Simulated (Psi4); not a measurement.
# BF (SMILES [B]F): wB97X-V/def2-TZVPPD

What is the energy change on altering one bond length of BF at wB97X-V/def2-TZVPPD? 

Program for the calculation: Psi4 1.11.

## (1) The system as given

BF has 2 atoms, charge 0, and is taken as a singlet. SMILES: `[B]F`. The shape is that of a PBE0-D4/def2-TZVP optimisation.

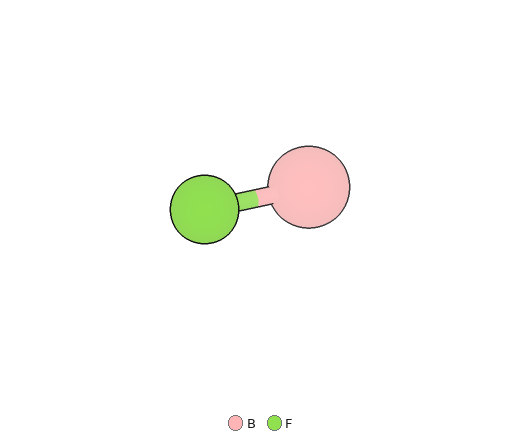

The structure, seen from a chosen angle (boron pink, fluorine green).

## (2) A single-point energy at wB97X-V/def2-TZVPPD

The input, calc.py:

```python
import psi4

psi4.set_memory(2200000000)
psi4.set_num_threads(1)
psi4.set_output_file('psi4.out', False)

geom = psi4.geometry("""
0 1
B      0.00000000     0.00000000    -0.01766894
F      0.00000000     0.00000000     2.36922523
units au
symmetry c1
""")

options = {'basis': 'def2-TZVPPD', 'puream': True, 'e_convergence': 1e-09, 'd_convergence': 1e-08, 'scf_type': 'pk', 'dft_radial_points': 99, 'dft_spherical_points': 590}
psi4.set_options(options)

result, w = psi4.energy('wb97x-v', return_wfn=True)
print('E =', round(result, 9))
```

Started as:

```bash
$ python calc.py
```

psi4.out, cut to the lines that bear on the results:

```text
[...]
  Running in c1 symmetry.
[...]
  Nuclear repulsion =   18.852951490513714
[...]
  Multiplicity = 1
[...]
  Nalpha       = 7
  Nbeta        = 7
[...]
    Number of basis functions: 77
[...]
   @RKS iter   1:  -124.65359060927874   -6.21205e-01   3.64203e-03 DIIS/ADIIS
[...]
   @RKS iter   9:  -124.67610473128330   -1.67546e-11   4.67554e-09 DIIS
[...]
    Orbital Energies [Eh]
    ---------------------
    Doubly Occupied:
       1A    -24.847346     2A     -6.951611     3A     -1.427779
       4A     -0.737710     5A     -0.645274     6A     -0.645274
       7A     -0.386403
[...]
  @RKS Final Energy:  -124.67610473128330
   => Energetics <=
    Nuclear Repulsion Energy =             18.8529514905137141
    One-Electron Energy =                -208.8452893772967514
    Two-Electron Energy =                  75.5520913593728523
    DFT Exchange-Correlation Energy =     -10.2955717141709435
    Empirical Dispersion Energy =           0.0000000000000000
    VV10 Nonlocal Energy =                  0.0597135102978435
    Total Energy =                       -124.6761047312833028
[...]
 Multipole Moments:
 ------------------------------------------------------------------------------------
     Multipole            Electronic (a.u.)      Nuclear  (a.u.)        Total (a.u.)
 ------------------------------------------------------------------------------------
 L = 1.  Multiply by 2.5417464519 to convert [e a0] to [Debye]
 Dipole X            :         -0.0000000            0.0000000           -0.0000000
 Dipole Y            :          0.0000000            0.0000000            0.0000000
 Dipole Z            :          0.0749763            0.3254674            0.4004438
 Magnitude           :                                                    0.4004438
[...]
```

The script printed:

```text
E = -124.676104731
```

Run time: 9 s. Hardware: 1 thread of Intel Xeon 6975P-C (Granite Rapids), shared host; peak memory 0.54 GiB.

## (3) The distorted shape

The input, bf.inp:

```
memory 2200 mb

molecule system {
  0 1
  B      0.000000     0.000000    -0.198860
  F      0.000000     0.000000     1.253740
  symmetry c1
}

set {
  basis                def2-TZVPPD
  puream               true
  e_convergence        1e-09
  d_convergence        1e-08
  scf_type             pk
  dft_radial_points    99
  dft_spherical_points 590
}

energy('wb97x-v')
```

Started as:

```bash
$ psi4 -i bf.inp -o bf.out -n 1
```

bf.out, cut to the lines that bear on the results:

```text
[...]
  Running in c1 symmetry.
[...]
  Nuclear repulsion =   16.393346055452298
[...]
  Multiplicity = 1
[...]
  Nalpha       = 7
  Nbeta        = 7
[...]
    Number of basis functions: 77
[...]
   @RKS iter   1:  -124.62176475148460   -7.52813e-01   4.25621e-03 ADIIS/DIIS
[...]
   @RKS iter   9:  -124.65542127196893   -6.39488e-12   4.23004e-09 DIIS
[...]
    Orbital Energies [Eh]
    ---------------------
    Doubly Occupied:
       1A    -24.804734     2A     -6.991597     3A     -1.346559
       4A     -0.679432     5A     -0.582285     6A     -0.582285
       7A     -0.408811
[...]
  @RKS Final Energy:  -124.65542127196893
   => Energetics <=
    Nuclear Repulsion Energy =             16.3933460554522981
    One-Electron Energy =                -204.4120271963910511
    Two-Electron Energy =                  73.5416512882710407
    DFT Exchange-Correlation Energy =     -10.2382131592103374
    Empirical Dispersion Energy =           0.0000000000000000
    VV10 Nonlocal Energy =                  0.0598217399091065
    Total Energy =                       -124.6554212719689332
[...]
 Multipole Moments:
 ------------------------------------------------------------------------------------
     Multipole            Electronic (a.u.)      Nuclear  (a.u.)        Total (a.u.)
 ------------------------------------------------------------------------------------
 L = 1.  Multiply by 2.5417464519 to convert [e a0] to [Debye]
 Dipole X            :         -0.0000000            0.0000000           -0.0000000
 Dipole Y            :         -0.0000000            0.0000000           -0.0000000
 Dipole Z            :         -0.4008477            0.3742995           -0.0265482
 Magnitude           :                                                    0.0265482
[...]
```

Run time: 13 s. Hardware: 1 thread of Intel Xeon 6975P-C (Granite Rapids), shared host; peak memory 0.54 GiB.

## (4) Summary of results

Level: wB97X-V/def2-TZVPPD.

| quantity | value |
| --- | --- |
| first shape: total energy | -124.67610 Eh |
| first shape: dipole moment | 1.02 D |
| first shape: HOMO energy | -10.51 eV |
| first shape: LUMO energy | 1.18 eV |
| first shape: HOMO–LUMO gap | 11.69 eV |
| distorted shape: total energy | -124.65542 Eh |
| distorted shape: dipole moment | 0.07 D |
| distorted shape: HOMO energy | -11.12 eV |
| distorted shape: LUMO energy | 0.43 eV |
| distorted shape: HOMO–LUMO gap | 11.56 eV |
| energy change with the B1–F2 bond stretched from 1.263 to 1.453 Å | 0.563 eV |

With the B1–F2 bond stretched from 1.263 to 1.453 Å the energy rises by 0.56 eV (54.3 kJ/mol). The first shape isn't relaxed at this level, so the change isn't measured from a minimum.
